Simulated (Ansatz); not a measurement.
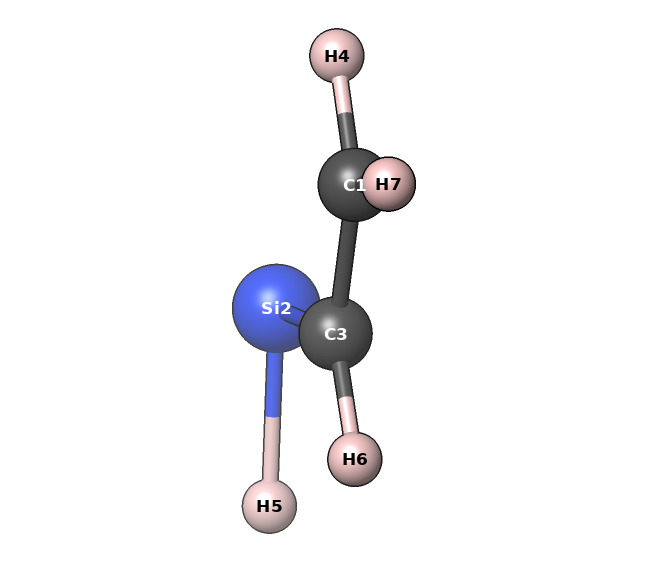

Si2 lies behind C3. The molecule seen a little off the C3–Si2 bond, C3 in front. Depth is shown by fading: the farther an atom, the more it takes the colour of the background. The computed structure is the end point of a PBE0-D4/def2-TZVP optimisation. No frequency run is at hand to confirm it as a minimum.

> What is the torsion angle C1–C3–Si2–H5? The sign is positive where the front bond must turn clockwise to cover the back bond.

−179°, antiperiplanar (anti).
